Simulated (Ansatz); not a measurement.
**linear Ir chain under tension and compression**

Wanted: energy, moment and open channels of the linear Ir chain from 12 % compression to 30 % stretch.

Program: Ansatz 0.2.0. Level of theory: DFT PBE, plane waves, PAW; relaxation of a chain's period, in the first sound run; inputs show where later runs differ. Results are calculated unless marked as measured.

## (1) The structure

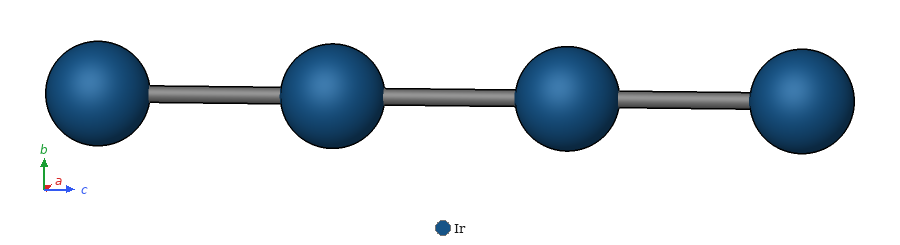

The cell as given, from the side, with the c axis across the page (iridium blue). 1×1×3 cells are drawn. Some periodic images of atoms are drawn too.

The cell holds 1 atom: 1 Ir. Its edges and angles: a = 7.500 Å, b = 7.500 Å, c = 2.623 Å, α = 90.0°, β = 90.0°, γ = 90.0°. Vacuum lies along a and b. The structure's axis is c.

## (2) The relaxed wire

Band widths follow the bond lengths, so the chain is relaxed first. The atoms and the third cell vector are free; the box across stays fixed as vacuum. Moments are seeded so that a magnetic state can form if it lies lower. A Fermi-Dirac smearing is set since the result may be a metal. The pressure printed is a third of the stress's trace over the whole box, vacuum included; only the stress along the axis is relaxed.

Contents of input.yaml:

```yaml
crystal:
  lattice:
    - [7.5, 0.0, 0.0]
    - [0.0, 7.5, 0.0]
    - [0.0, 0.0, 2.6226]
  atoms:
    - { symbol: Ir, position: [0.5, 0.5, 0.0], spin: 1.0 }
magnetization:
  spin_polarized: true
kpoints:
  mp_grid: { grid: [1, 1, 31] }
scf:
  occupations: { method: fermi_dirac, width: 0.05 }
hamiltonian:
  xc: pbe
relax:
  cell: { fix: [a, b, alpha, beta, gamma] }
  max_steps: 60
```

Started as:

```bash
$ ansatz run input.yaml --threads 4 --pin off --max-ram 8192MiB --backend cpu --events-out ev --progress --plain --runs-dir out
```

Numbers of over 12 decimals in the logs are rounded to 6 here.

Log:

```text
Engine: ansatz 0.2.0, aarch64-unknown-linux-gnu
Pseudopotentials: kind: paw
Pseudopotential: Ir, paw, valence charge 17, recommended cutoff 420 eV (normal), Ir.paw.azcp
Functional definition: PBE
  parameter kappa = 0.804
  parameter beta = 0.066725
  exchange = pbe_x(kappa = kappa, mu = beta*pi^2/3)
  correlation = pbe_c(beta = beta)
Crystal: 1 atoms, lattice volume = 147.521 Å³
Basis set: ecut = 420 eV, 2913 PW (Γ), exchange–correlation on 108×108×36 points (8 copies of the dense FFT grid, shifted against one another)
Bands: 13, of which v1, the nominal top of the filled ones, is band 9 counted from 1 (8 counted from 0)
Symmetry: 16 space group operations
Space group: P4/mmm (ITA 123), of the structure as read, at distance tolerance 5.3e-5 Å
Magnetic group: BNS 123.339 (UNI 999), of the structure as read, at distance tolerance 5.3e-5 Å
k-points: 16 of 31
Non-local potential: Ir, projectors of the file, l = 0: 3, l = 1: 2, l = 2: 2, l = 3: 1
PAW form: soft (Blöchl's): semilocal exchange-correlation on the pseudo side does not see the compensation charge
PAW one-centre angular grid: Ir, 590 points (default); XC on 64 Gauss nodes
Initial density: superposition of atomic densities (neutral atoms: chi_scale 0, normalization atom)
Starting moments: Σ|m| = 1 μB on 1 of 1 site
Initial wavefunctions: pseudopotential atomic-orbital guess
Functional: x = pbe(κ = 0.804, μ = 0.219515), c = pbe(β = 0.066725)
iter 1 solved again at ethr=6.15e-4 eV; its pass at ethr=3.10e-3 eV (dr2=1.05e-1 eV) is discarded
SCF iter   1: F=—  HF=-11930.440813 eV  |F-HF|=—  |Δ(HF+E_count)|=         —  Δρ=1.15e-2 (↑1.15e-2 ↓5.69e-3)  dr2=1.06e-1  dr2_m=7.71e-2  M=1.177 μB ∫|m|=1.178 μB  β_m=0.30  ethr=6.15e-4  ⟨swp⟩=1.0  Hψ=2943  notcnv=0
Mixer restart at iter 1: flushing history
preconditioner: auto → LDOS  [metal: Δε(μ)=0.055 eV  Ē_g=5.751 eV  σ=0.050 eV  W_gap=0.27  n_scr=20 (ndim 8)  ℏωp=9.2 eV  f_vac=0.678  D(μ)=3.57/eV (n_scr^D=20)]
spin=Collinear: LDOS preconditioning applied to the charge; magnetization (m = ρ↑ − ρ↓) channel mixes plain (no charge-response kernel on spin).
SCF iter   2: F=—  HF=-11930.638193 eV  |F-HF|=—  |Δ(HF+E_count)|=         —  Δρ=9.53e-3 (↑9.53e-3 ↓7.06e-3)  dr2=3.81e-2  dr2_m=8.22e-2  M=1.491 μB ∫|m|=1.492 μB  β_m=0.30  ethr=6.15e-4  ⟨swp⟩=2.2  Hψ=569  notcnv=0
Mixer restart at iter 2: flushing history
SCF iter   3: F=—  HF=-11930.709391 eV  |F-HF|=—  |Δ(HF+E_count)|=   7.12e-2  Δρ=6.80e-3 (↑6.80e-3 ↓5.52e-3)  dr2=1.62e-2  dr2_m=4.60e-2  M=1.531 μB ∫|m|=1.532 μB  β_m=0.65  ethr=2.24e-4  ⟨swp⟩=2.5  Hψ=640  notcnv=0
SCF iter   4: F=—  HF=-11930.789021 eV  |F-HF|=—  |Δ(HF+E_count)|=   7.96e-2  Δρ=8.10e-4 (↑8.02e-4 ↓8.10e-4)  dr2=8.45e-4  dr2_m=3.66e-4  M=1.599 μB ∫|m|=1.601 μB  β_m=0.71  ethr=9.51e-5  ⟨swp⟩=2.7  Hψ=870  notcnv=0
SCF iter   5: F=—  HF=-11930.790145 eV  |F-HF|=—  |Δ(HF+E_count)|=   1.12e-3  Δρ=3.13e-4 (↑2.55e-4 ↓3.13e-4)  dr2=2.02e-4  dr2_m=4.57e-5  M=1.602 μB ∫|m|=1.604 μB  β_m=0.82  ethr=4.97e-6  ⟨swp⟩=2.2  Hψ=840  notcnv=0
SCF iter   6: F=—  HF=-11930.790315 eV  |F-HF|=—  |Δ(HF+E_count)|=   1.71e-4  Δρ=6.15e-5 (↑6.15e-5 ↓4.67e-5)  dr2=5.59e-6  dr2_m=1.80e-6  M=1.601 μB ∫|m|=1.603 μB  β_m=0.81  ethr=1.19e-6  ⟨swp⟩=2.0  Hψ=665  notcnv=0
SCF iter   7: F=—  HF=-11930.790319 eV  |F-HF|=—  |Δ(HF+E_count)|=   3.26e-6  Δρ=3.18e-5 (↑1.83e-5 ↓3.18e-5)  dr2=1.65e-6  dr2_m=3.71e-7  M=1.602 μB ∫|m|=1.604 μB  β_m=0.89  ethr=3.29e-8  ⟨swp⟩=2.2  Hψ=645  notcnv=0
SCF iter   8: F=—  HF=-11930.790321 eV  |F-HF|=—  |Δ(HF+E_count)|=   2.03e-6  Δρ=6.66e-6 (↑6.66e-6 ↓6.48e-6)  dr2=5.21e-8  dr2_m=3.92e-8  M=1.602 μB ∫|m|=1.604 μB  β_m=0.87  ethr=9.72e-9  ⟨swp⟩=2.5  Hψ=746  notcnv=0
SCF iter   9: F=—  HF=-11930.790321 eV  |F-HF|=—  |Δ(HF+E_count)|=   1.42e-7  Δρ=4.58e-6 (↑2.83e-6 ↓4.58e-6)  dr2=2.74e-8  dr2_m=1.20e-8  M=1.602 μB ∫|m|=1.604 μB  β_m=0.94  ethr=3.06e-10  ⟨swp⟩=2.3  Hψ=611  notcnv=0
SCF iter  10: F=-11930.790321 eV  HF=-11930.790321 eV  |F-HF|=2.31e-10  |Δ(HF+E_count)|=   1.74e-8  Δρ=1.59e-6 (↑4.83e-7 ↓1.59e-6)  dr2=1.67e-9  dr2_m=1.06e-9  M=1.602 μB ∫|m|=1.604 μB  ethr=1.61e-10  ⟨swp⟩=2.0  Hψ=1367  notcnv=0
SCF 1 converged in 10 iterations: F = -11930.790321 eV  dr2 = 1.67e-9
  greatest PAW one-centre occupation: 1.001 electrons in one spin orbital (limit 2), on the Ir atom at site 0 (counted from 0), in its partial waves of l = 1
relax step   1: F+E_penalty+E_count = -11930.79032094 eV  Δ(F+E_penalty+E_count) = +0.000e0 eV  max|allowed force component| = 0.000e0 eV/Å  Δτ_max = 0.0000 Å  P = -2.872 GPa  Ω = 147.521 Å³  fix = [a, b, alpha, beta, gamma]  reactions: a -0.122, b -0.122 GPa  (10 SCF iters, dr2 threshold 1.00e-7 eV, accepted)
Crystal: 1 atoms, lattice volume = 140.330 Å³
Basis set: ecut = 420 eV, 2745 PW (Γ), exchange–correlation on 108×108×36 points (8 copies of the dense FFT grid, shifted against one another)
Initial density: handed on by an earlier stage of this run
Starting moments: Σ|m| = 1 μB on 1 of 1 site; this step starts from the density that it was given
Initial wavefunctions: those handed on with the density
iter 1 solved again at ethr=2.00e-5 eV; its pass at ethr=3.10e-3 eV (dr2=3.40e-3 eV) is discarded
SCF iter   1: F=—  HF=-11931.154228 eV  |F-HF|=—  |Δ(HF+E_count)|=         —  Δρ=4.88e-3 (↑4.88e-3 ↓3.80e-3)  dr2=3.35e-3  dr2_m=2.23e-2  M=1.307 μB ∫|m|=1.310 μB  β_m=0.30  ethr=2.00e-5  ⟨swp⟩=1.5  Hψ=3061  notcnv=0
preconditioner: auto → LDOS  [metal: Δε(μ)=0.053 eV  Ē_g=6.276 eV  σ=0.050 eV  W_gap=0.26  n_scr=20 (ndim 8)  ℏωp=9.4 eV  f_vac=0.691  D(μ)=2.76/eV (n_scr^D=20)]
spin=Collinear: LDOS preconditioning applied to the charge; magnetization (m = ρ↑ − ρ↓) channel mixes plain (no charge-response kernel on spin).
SCF iter   2: F=—  HF=-11931.152898 eV  |F-HF|=—  |Δ(HF+E_count)|=   1.33e-3  Δρ=3.63e-3 (↑3.63e-3 ↓3.07e-3)  dr2=1.39e-3  dr2_m=1.35e-2  M=1.281 μB ∫|m|=1.285 μB  β_m=0.65  ethr=1.97e-5  ⟨swp⟩=1.9  Hψ=445  notcnv=0
SCF iter   3: F=—  HF=-11931.153754 eV  |F-HF|=—  |Δ(HF+E_count)|=   8.56e-4  Δρ=9.23e-4 (↑9.23e-4 ↓6.36e-4)  dr2=1.32e-4  dr2_m=7.14e-4  M=1.177 μB ∫|m|=1.182 μB  β_m=0.80  ethr=8.19e-6  ⟨swp⟩=2.0  Hψ=810  notcnv=0
SCF iter   4: F=—  HF=-11931.154513 eV  |F-HF|=—  |Δ(HF+E_count)|=   7.59e-4  Δρ=5.34e-4 (↑5.34e-4 ↓4.58e-4)  dr2=6.23e-5  dr2_m=2.68e-4  M=1.136 μB ∫|m|=1.141 μB  β_m=0.90  ethr=7.74e-7  ⟨swp⟩=2.0  Hψ=756  notcnv=0
SCF iter   5: F=—  HF=-11931.155302 eV  |F-HF|=—  |Δ(HF+E_count)|=   7.89e-4  Δρ=6.53e-5 (↑6.53e-5 ↓4.99e-5)  dr2=6.46e-6  dr2_m=2.83e-6  M=1.067 μB ∫|m|=1.071 μB  β_m=0.87  ethr=3.66e-7  ⟨swp⟩=2.9  Hψ=877  notcnv=0
[...]
SCF iter   6: F=—  HF=-11931.440609 eV  |F-HF|=—  |Δ(HF+E_count)|=   5.69e-6  Δρ=1.71e-5 (↑1.66e-5 ↓1.71e-5)  dr2=3.00e-7  dr2_m=2.36e-7  M=0.737 μB ∫|m|=0.739 μB  β_m=0.88  ethr=8.64e-9  ⟨swp⟩=2.0  Hψ=693  notcnv=0
SCF iter   7: F=—  HF=-11931.440609 eV  |F-HF|=—  |Δ(HF+E_count)|=   8.27e-7  Δρ=3.18e-6 (↑2.05e-6 ↓3.18e-6)  dr2=1.87e-8  dr2_m=1.99e-9  M=0.736 μB ∫|m|=0.738 μB  β_m=0.81  ethr=1.77e-9  ⟨swp⟩=2.0  Hψ=721  notcnv=0
iter 8 did not close the SCF: its close was put off for a magnetic moment that had not settled (scf_convergence_deferred on its scf_iter line)
SCF iter   8: F=-11931.440609 eV  HF=-11931.440609 eV  |F-HF|=4.55e-10  |Δ(HF+E_count)|=   7.03e-9  Δρ=1.44e-6 (↑1.02e-6 ↓1.44e-6)  dr2=9.77e-10  dr2_m=1.43e-9  M=0.736 μB ∫|m|=0.738 μB  β_m=0.86  ethr=1.10e-10  ⟨swp⟩=1.9  Hψ=1372  notcnv=0
SCF iter   9: F=-11931.440609 eV  HF=-11931.440609 eV  |F-HF|=4.55e-11  |Δ(HF+E_count)|=   1.06e-9  Δρ=3.28e-7 (↑2.15e-7 ↓3.28e-7)  dr2=6.75e-11  dr2_m=7.28e-11  M=0.736 μB ∫|m|=0.738 μB  ethr=5.75e-12  ⟨swp⟩=1.0  Hψ=1242  notcnv=0
SCF 3 converged in 9 iterations: F = -11931.440609 eV  dr2 = 6.75e-11
  greatest PAW one-centre occupation: 1.000 electrons in one spin orbital (limit 2), on the Ir atom at site 0 (counted from 0), in its partial waves of l = 0
relax step   3: F+E_penalty+E_count = -11931.44060942 eV  Δ(F+E_penalty+E_count) = -2.853e-1 eV  max|allowed force component| = 0.000e0 eV/Å  Δτ_max = 0.0000 Å  P = -1.541 GPa  Ω = 133.138 Å³  energy of the carried Pulay correction = +8.083e-4 eV  fix = [a, b, alpha, beta, gamma]  reactions: a -0.125, b -0.125 GPa  (9 SCF iters, dr2 threshold 1.00e-7 eV, accepted)
[...]
relax step   4: F+E_penalty+E_count = -11931.48858170 eV  Δ(F+E_penalty+E_count) = -4.797e-2 eV  max|allowed force component| = 0.000e0 eV/Å  Δτ_max = 0.0000 Å  P = +0.928 GPa  Ω = 126.069 Å³  energy of the carried Pulay correction = +1.224e-3 eV  fix = [a, b, alpha, beta, gamma]  reactions: a -0.124, b -0.124 GPa  (7 SCF iters, dr2 threshold 1.00e-7 eV, accepted)
[...]
relax step   5: F+E_penalty+E_count = -11931.51010640 eV  Δ(F+E_penalty+E_count) = -2.152e-2 eV  max|allowed force component| = 0.000e0 eV/Å  Δτ_max = 0.0000 Å  P = -0.076 GPa  Ω = 128.419 Å³  energy of the carried Pulay correction = +1.084e-3 eV  fix = [a, b, alpha, beta, gamma]  reactions: a -0.125, b -0.125 GPa  (7 SCF iters, dr2 threshold 1.00e-7 eV, accepted)
Basis set: ecut = 420 eV, 2511 PW (Γ), exchange–correlation on 108×108×32 points (8 copies of the dense FFT grid, shifted against one another)
Initial wavefunctions: pseudopotential atomic-orbital guess (no wavefunctions were taken with the density)
iter 1 solved again at ethr=1.92e-7 eV; its pass at ethr=3.10e-3 eV (dr2=3.26e-5 eV) is discarded
SCF iter   1: F=—  HF=-11931.508400 eV  |F-HF|=—  |Δ(HF+E_count)|=         —  Δρ=1.22e-4 (↑1.22e-4 ↓1.22e-4)  dr2=1.28e-5  dr2_m=1.25e-7  M=0.643 μB ∫|m|=0.644 μB  β_m=0.65  ethr=1.92e-7  ⟨swp⟩=3.6  Hψ=3577  notcnv=0
preconditioner: auto → LDOS  [metal: Δε(μ)=0.077 eV  Ē_g=7.108 eV  σ=0.050 eV  W_gap=0.33  n_scr=8 (ndim 8)  ℏωp=9.8 eV  f_vac=0.698  D(μ)=2.15/eV (n_scr^D=12)]
spin=Collinear: LDOS preconditioning applied to the charge; magnetization (m = ρ↑ − ρ↓) channel mixes plain (no charge-response kernel on spin).
SCF iter   2: F=—  HF=-11931.508403 eV  |F-HF|=—  |Δ(HF+E_count)|=   3.26e-6  Δρ=4.15e-5 (↑4.15e-5 ↓3.98e-5)  dr2=1.01e-6  dr2_m=2.23e-7  M=0.643 μB ∫|m|=0.645 μB  β_m=0.57  ethr=7.52e-8  ⟨swp⟩=2.0  Hψ=676  notcnv=0
SCF iter   3: F=—  HF=-11931.508404 eV  |F-HF|=—  |Δ(HF+E_count)|=   1.21e-6  Δρ=1.47e-5 (↑1.40e-5 ↓1.47e-5)  dr2=1.08e-7  dr2_m=1.23e-7  M=0.644 μB ∫|m|=0.645 μB  β_m=0.78  ethr=5.96e-9  ⟨swp⟩=2.1  Hψ=527  notcnv=0
SCF iter   4: F=—  HF=-11931.508405 eV  |F-HF|=—  |Δ(HF+E_count)|=   1.84e-7  Δρ=4.50e-6 (↑3.27e-6 ↓4.50e-6)  dr2=5.74e-9  dr2_m=1.50e-8  M=0.644 μB ∫|m|=0.645 μB  β_m=0.89  ethr=6.35e-10  ⟨swp⟩=2.4  Hψ=649  notcnv=0
SCF iter   5: F=—  HF=-11931.508405 eV  |F-HF|=—  |Δ(HF+E_count)|=   7.79e-9  Δρ=8.51e-7 (↑8.40e-7 ↓8.51e-7)  dr2=5.47e-10  dr2_m=6.17e-10  M=0.644 μB ∫|m|=0.645 μB  β_m=0.95  ethr=3.38e-11  ⟨swp⟩=2.1  Hψ=677  notcnv=0
SCF iter   6: F=—  HF=-11931.508405 eV  |F-HF|=—  |Δ(HF+E_count)|=   3.08e-8  Δρ=2.03e-7 (↑2.03e-7 ↓1.70e-7)  dr2=8.03e-11  dr2_m=1.02e-11  M=0.644 μB ∫|m|=0.645 μB  β_m=0.91  ethr=3.22e-12  ⟨swp⟩=2.3  Hψ=691  notcnv=0
SCF iter   7: F=—  HF=-11931.508405 eV  |F-HF|=—  |Δ(HF+E_count)|=  1.46e-11  Δρ=3.95e-8 (↑3.95e-8 ↓2.82e-8)  dr2=1.65e-12  dr2_m=9.49e-13  M=0.644 μB ∫|m|=0.645 μB  β_m=0.90  ethr=1.00e-12  ⟨swp⟩=2.2  Hψ=623  notcnv=0
SCF iter   8: F=-11931.508405 eV  HF=-11931.508405 eV  |F-HF|=1.82e-12  |Δ(HF+E_count)|=  5.46e-12  Δρ=6.38e-9 (↑6.38e-9 ↓4.61e-9)  dr2=7.35e-14  dr2_m=1.80e-14  M=0.644 μB ∫|m|=0.645 μB  ethr=1.00e-12  ⟨swp⟩=3.7  Hψ=1518  notcnv=0
SCF 6 converged in 8 iterations: F = -11931.508405 eV  dr2 = 7.35e-14
relax step   6: F+E_penalty+E_count = -11931.50840461 eV  Δ(F+E_penalty+E_count) = +1.702e-3 eV  max|allowed force component| = 0.000e0 eV/Å  Δτ_max = 0.0000 Å  P = -0.076 GPa  Ω = 128.419 Å³  fix = [a, b, alpha, beta, gamma]  reactions: a -0.123, b -0.123 GPa  stress off target by 1.83e-2 GPa on what of the cell is left free  SCF on the basis re-selected at this cell (its energy is not comparable with the rows above)  (8 SCF iters)
basis re-selected at this cell: Δ(F+E_penalty+E_count) = +1.702e-3 eV, ΔP = +0.001 GPa vs the last step (what re-selecting the basis moved, of the pressure what is left beyond the Pulay correction that the steps carried, after the strain that the cell walked since its last selection, with what the two solves' SCF thresholds leave and, on support functions, any second-order correction that the steps lacked; it is no measure of the basis error at this ecutwfc). The dense FFT grid was sized anew with the basis: this SCF ran on 54×54×16 points, the steps before it on 54×54×18, so part of this shift can come from that change (see relax.cell in the input reference). [rest of the remark cut]
SCF converged after 8 iterations
Magnetization: 0.6438 μB (8.8219 up, 8.1781 down)
Absolute magnetization: 0.6454 μB (∫|ρ↑−ρ↓|, with the PAW one-centre terms)
Spin contamination: 0.0010 ħ² per cell (⟨S²⟩ above its minimum at these occupations)
Per-site moments (μB) at R_I (Å): [(0.457000, 0.941738)]
Free energy (F): -11931.508405 eV
Harris-Foulkes:  -11931.508405 eV  (|F-HF|=1.82e-12)
Internal energy: -11931.490863 eV  (E = F + TS)
E sigma→0 (E₀):  -11931.499634 eV
Entropy (-TS):   -0.017542 eV (-17.542 meV/atom)
Fermi energy:    -2.343390 eV
--- Per-component energies (eV) ---
  E_band       = -532.520452
  E_kinetic    = 619.438539
  E_local      = -4713.706470  (includes V_loc(G=0)·N_el)
  E_nonlocal   = 76.732668
  E_hartree    = 2006.269949
  E_xc         = -263.580211
  E_vxc        = -293.911262  (∫ρ·V_xc dr)
  E_paw        = -9224.542459  (= ΣΔE_a)
  E_vpaw       = -233.613875  (= ΣTr[D̂ρ^β])
  E_aug_tail   = 0.000067  (compensation charges beyond the density's cutoff)
  E_ewald      = -432.102947
  E_smearing   = -0.017542  (= −TS)
  E_closure    = 0.000000  (closes the sum)
  Σ components = -11931.508405   (vs F -11931.508405, Δ=0.00e0)
--- Forces (eV/Å), atoms counted from 1 ---
  atom   1  Ir     0.00000000     0.00000000     0.00000000
  max |Σ_I F_I| component: 1.77e-28 eV/Å
--- Stress (GPa, compression-positive) ---
       -0.122554       0.000000       0.000000
        0.000000      -0.122554       0.000000
        0.000000       0.000000       0.018327
  P = ⅓ Tr σ = -0.0756 GPa (-0.756 kbar)
--- Relaxed structure (5 steps of the walk, 5 accepted, 1 SCFs on fresh bases) ---
  F+E_penalty+E_count = -11931.50840461 eV   max|allowed force component| = 0.000e0 eV/Å   (the final SCF, on the basis selected at the relaxed cell)
  cell:  # Å, volume = 128.4188 Å³
    - [7.5, 0.0, 0.0]
    - [0.0, 7.5, 0.0]
    - [0.0, 0.0, 2.283000]
  atoms:
    - { symbol: Ir, position: [0.5, 0.5, 0.0] }
```

The job ended after 6.6 s (4 threads of Arm Neoverse V2, shared host; peak memory 0.41 GiB; 23 s of CPU time).

Relaxation path:

```csv
step,energy less that of the first step (eV),largest force component (eV/Å),pressure (GPa),volume (Å³)
1,0.0000,0.0000,-2.87,147.52
2,-0.3650,0.0000,-2.65,140.33
3,-0.6503,0.0000,-1.54,133.14
4,-0.6983,0.0000,0.93,126.07
5,-0.7198,0.0000,-0.08,128.42
6*,-0.7181,0.0000,-0.08,128.42
```

Relaxation steps marked * repeat the geometry before them on a plane-wave basis chosen anew for their cell, so energy and pressure can jump there.

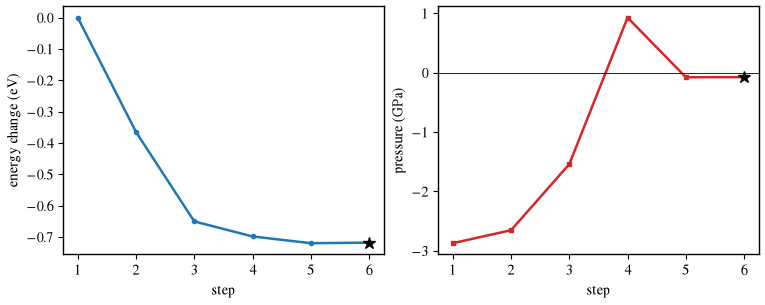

Energy and pressure along the relaxation. Stars mark steps on a basis chosen anew.

```csv
cell as run,before,after,change
c (Å),2.623,2.283,-12.9 %
```

The relaxed structure:

```xyz
1
Lattice="7.5000 0.0000 0.0000 0.0000 7.5000 0.0000 0.0000 0.0000 2.2830" Properties=species:S:1:pos:R:3
Ir    3.7500    3.7500    0.0000
```

Numbers from this step:

```yaml
energy_at_zero_smearing: -11931.4996 eV
total_moment: 0.6438 μB
absolute_moment: 0.6454 μB
cell_length_along_the_wire: 2.283 Å
```

Site moment by atom:

```csv
atom,site moment (μB)
Ir1,0.457
```

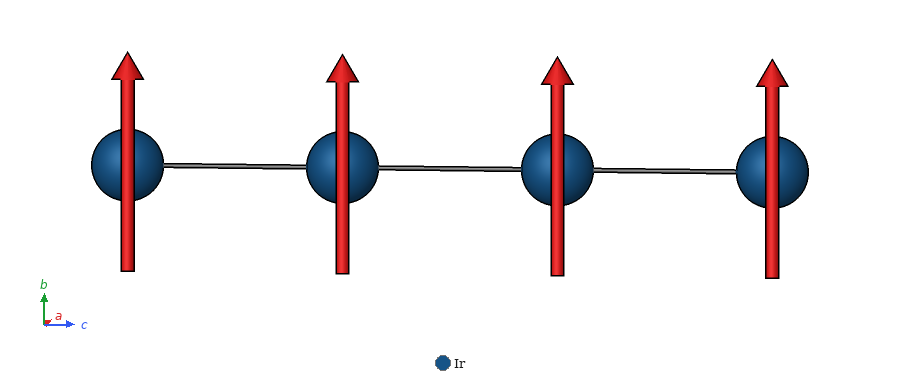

Site moment as arrows, the longest 0.457 μB. Up and down stand for the sign. Arrows give size and sign along the axis of quantisation, drawn up and down the page. 1×1×3 cells are drawn. Some periodic images of atoms are drawn too.

The cell's length comes to 2.283 Å with an absolute moment of 0.65 μB a cell. That is -13 % against the start, more than a small adjustment.

(Continued in part 2 of 3.)

[Logs are printed without paths, hosts, clocks, repeated set-up lines and the standing remarks that a program may print on its own settings, such as how far it seeks lower states.]

[Hosts, paths, dates, database ids (printed as entryN), source tags and the programs' standing remarks are cut or masked in the printed files.]
